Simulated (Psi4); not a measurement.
**CH2FNOSi (SMILES O=C=N[SiH2]F) at DSD-PBEP86/cc-pVDZ (density fitting for correlation)**

Aim: the energy change on altering one bond length of CH2FNOSi at DSD-PBEP86/cc-pVDZ (density fitting for correlation), from 2 runs. 

The results are computed with Psi4 1.11.

## Step 1: The system as given

The species is CH2FNOSi (7 atoms), meant as a singlet with charge 0. As SMILES, `O=C=N[SiH2]F`. Geometry: relaxed at PBE0-D4/def2-TZVP. This is one conformer, not always the lowest.

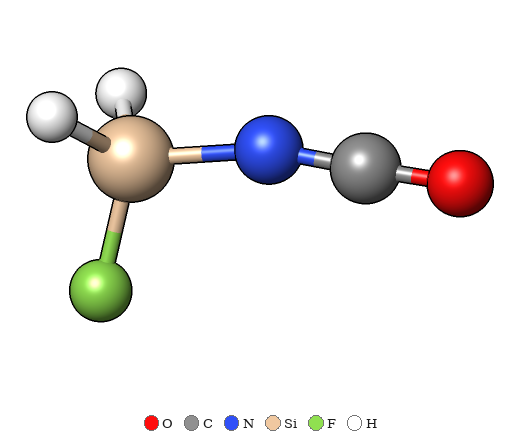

Viewed from a chosen angle; oxygen red, carbon grey, nitrogen blue, silicon light orange, fluorine green, hydrogen white.

## Step 2: The energy at DSD-PBEP86/cc-pVDZ (density fitting for correlation)

File calc.py:

```python
import psi4

psi4.set_memory('2200 MB')
psi4.set_num_threads(1)
psi4.set_output_file('run.log', False)

molecule = psi4.geometry("""
O     -0.573800    -2.908000    -0.552000
C     -0.306900    -1.816900    -0.256100
N     -0.019000    -0.706200     0.076100
Si     0.212100     0.968300     0.188900
F     -0.420200     1.671000    -1.091000
H     -0.490300     1.470300     1.384800
H      1.659300     1.253600     0.203700
symmetry c1
""")

options = {'puream': True, 'e_convergence': 1e-09, 'd_convergence': 1e-08, 'scf_type': 'pk', 'dft_radial_points': 99, 'dft_spherical_points': 590, 'num_frozen_docc': 9}
psi4.set_options(options)

energy_value, wavefunction = psi4.energy("dsd-pbep86/cc-pVDZ", molecule=molecule, return_wfn=True)
print('E =', round(energy_value, 9))
```

On the command line:

```bash
$ python calc.py
```

run.log:

```text
[...]
  Running in c1 symmetry.
[...]
  Nuclear repulsion =  204.922898825379804
[...]
  Multiplicity = 1
[...]
  Nalpha       = 23
  Nbeta        = 23
[...]
    Number of basis functions: 84
[...]
   @RKS iter   1:  -557.45315730321852   -7.52953e-01   6.58263e-03 DIIS/ADIIS
[...]
   @RKS iter  12:  -557.56541334699818   -2.95586e-12   4.43158e-09 DIIS
[...]
    Orbital Energies [Eh]
    ---------------------
    Doubly Occupied:
       1A    -67.943167     2A    -25.740353     3A    -20.128068
       4A    -15.160519     5A    -11.047336     6A     -5.921988
       7A     -4.114567     8A     -4.112443     9A     -4.110656
      10A     -1.468214    11A     -1.362425    12A     -1.164206
      13A     -0.793181    14A     -0.674291    15A     -0.651493
      16A     -0.613814    17A     -0.611934    18A     -0.596664
      19A     -0.590449    20A     -0.533197    21A     -0.474504
      22A     -0.421772    23A     -0.402978
[...]
  @RKS Final Energy:  -557.56541334699818
   => Energetics <=
    Nuclear Repulsion Energy =            204.9228988253798036
    One-Electron Energy =               -1176.9375718499022696
    Two-Electron Energy =                 429.5488181252488289
    DFT Exchange-Correlation Energy =     -15.0995584477246076
    Empirical Dispersion Energy =           0.0000000000000000
    VV10 Nonlocal Energy =                  0.0000000000000000
    Total Energy =                       -557.5654133469981844
[...]
 Multipole Moments:
 ------------------------------------------------------------------------------------
     Multipole            Electronic (a.u.)      Nuclear  (a.u.)        Total (a.u.)
 ------------------------------------------------------------------------------------
 L = 1.  Multiply by 2.5417464519 to convert [e a0] to [Debye]
 Dipole X            :         -1.3053051            1.6411834            0.3358784
 Dipole Y            :         -0.7604221            1.1609442            0.4005221
 Dipole Z            :         -2.2393545            2.7787097            0.5393552
 Magnitude           :                                                    0.7510901
[...]
```

Standard output:

```text
E = -557.954180637
```

Run time: 11 s. Hardware: 1 thread of Intel Xeon 6975P-C (Granite Rapids), shared host; peak memory 1.2 GiB.

## Step 3: The distorted shape

File job.json:

```json
{
 "schema_name": "qcschema_input",
 "schema_version": 1,
 "molecule": {
  "schema_name": "qcschema_molecule",
  "schema_version": 2,
  "symbols": ["O", "C", "N", "Si", "F", "H", "H"],
  "geometry": [-1.33651447, -6.52629011, -1.32272136, -0.57995695, -3.4334434, -0.48395886, -0.0359048, -1.33452459, 0.14380816, 0.40081091, 1.82982181, 0.35696926, -0.79406292, 3.15773235, -2.0616912, -0.92653272, 2.77846432, 2.61689274, 3.13562256, 2.36896067, 0.38493721],
  "molecular_charge": 0,
  "molecular_multiplicity": 1,
  "fix_symmetry": "c1",
  "fix_com": true,
  "fix_orientation": true
 },
 "driver": "energy",
 "model": {
  "method": "dsd-pbep86",
  "basis": "cc-pVDZ"
 },
 "keywords": {
  "puream": true,
  "e_convergence": 1e-09,
  "d_convergence": 1e-08,
  "scf_type": "pk",
  "dft_radial_points": 99,
  "dft_spherical_points": 590,
  "num_frozen_docc": 9
 }
}
```

On the command line:

```bash
$ psi4 --qcschema job.json -n 1 --memory 2200MB
```

stdout:

```text
[...]
  Running in c1 symmetry.
[...]
  Nuclear repulsion =  192.249728565277735
[...]
  Multiplicity = 1
[...]
  Nalpha       = 23
  Nbeta        = 23
[...]
    Number of basis functions: 84
[...]
   @RKS iter   1:  -557.11535616953574   -1.19548e+00   8.45145e-03 DIIS/ADIIS
[...]
   @RKS iter  15:  -557.37088026377489   -1.33014e-11   6.93496e-09 DIIS
[...]
    Orbital Energies [Eh]
    ---------------------
    Doubly Occupied:
       1A    -67.972761     2A    -25.765798     3A    -20.097979
       4A    -15.221130     5A    -11.055825     6A     -5.953064
       7A     -4.145520     8A     -4.143561     9A     -4.141322
      10A     -1.492750    11A     -1.214224    12A     -1.091191
      13A     -0.839894    14A     -0.693112    15A     -0.631012
      16A     -0.630621    17A     -0.569378    18A     -0.551168
      19A     -0.537087    20A     -0.524390    21A     -0.470840
      22A     -0.396759    23A     -0.395539
[...]
  @RKS Final Energy:  -557.37088026377489
   => Energetics <=
    Nuclear Repulsion Energy =            192.2497285652777350
    One-Electron Energy =               -1151.4598932957783290
    Two-Electron Energy =                 416.8625868604786433
    DFT Exchange-Correlation Energy =     -15.0233023937529282
    Empirical Dispersion Energy =           0.0000000000000000
    VV10 Nonlocal Energy =                  0.0000000000000000
    Total Energy =                       -557.3708802637748931
[...]
 Multipole Moments:
 ------------------------------------------------------------------------------------
     Multipole            Electronic (a.u.)      Nuclear  (a.u.)        Total (a.u.)
 ------------------------------------------------------------------------------------
 L = 1.  Multiply by 2.5417464519 to convert [e a0] to [Debye]
 Dipole X            :         14.3651558          -13.7493148            0.6158411
 Dipole Y            :         24.5572500          -22.9681319            1.5891180
 Dipole Z            :         23.8750104          -23.0346881            0.8403223
 Magnitude           :                                                    1.9001836
[...]
```

The result, in JSON:

```text
{
 "driver": "energy",
 "model": {
  "method": "dsd-pbep86",
  "basis": "cc-pVDZ"
 },
 "success": true,
 "return_result": -557.7618505237681,
 "properties": {
  "calcinfo_nbasis": 84,
  "calcinfo_nmo": 84,
  "calcinfo_nalpha": 23,
  "calcinfo_nbeta": 23,
  "calcinfo_natom": 7,
  "nuclear_repulsion_energy": 192.24972856527774,
  "return_energy": -557.7618505237681,
  "scf_one_electron_energy": -1151.4598932957783,
  "scf_two_electron_energy": 416.86258686047864,
  "scf_xc_energy": -15.023302393752928,
  "scf_dipole_moment": [0.6158410853254086, 1.5891180290417068, 0.840322280743159],
  "scf_total_energy": -557.3708802637749,
  "scf_iterations": 15
 }
}
```

It took 12 s on 1 thread of Intel Xeon 6975P-C (Granite Rapids), shared host; peak memory 1.2 GiB.

## Step 4: Results

At DSD-PBEP86/cc-pVDZ (density fitting for correlation), 9 core orbitals frozen:

| quantity | value |
| --- | --- |
| first shape: total energy | -557.95418 Eh |
| first shape: HOMO energy (SCF part's orbitals) | -10.97 eV |
| first shape: LUMO energy (SCF part's orbitals) | 2.25 eV |
| first shape: HOMO–LUMO gap (SCF part's orbitals) | 13.22 eV |
| distorted shape: total energy | -557.76185 Eh |
| distorted shape: HOMO energy (SCF part's orbitals) | -10.76 eV |
| distorted shape: LUMO energy (SCF part's orbitals) | 0.64 eV |
| distorted shape: HOMO–LUMO gap (SCF part's orbitals) | 11.40 eV |
| energy change with the O1–C2 bond stretched from 1.162 to 1.742 Å | 5.234 eV |

**Reading.** With the O1–C2 bond stretched from 1.162 to 1.742 Å the energy rises by 5.23 eV (121 kcal/mol). The first shape isn't relaxed at this level, so the change isn't measured from a minimum.
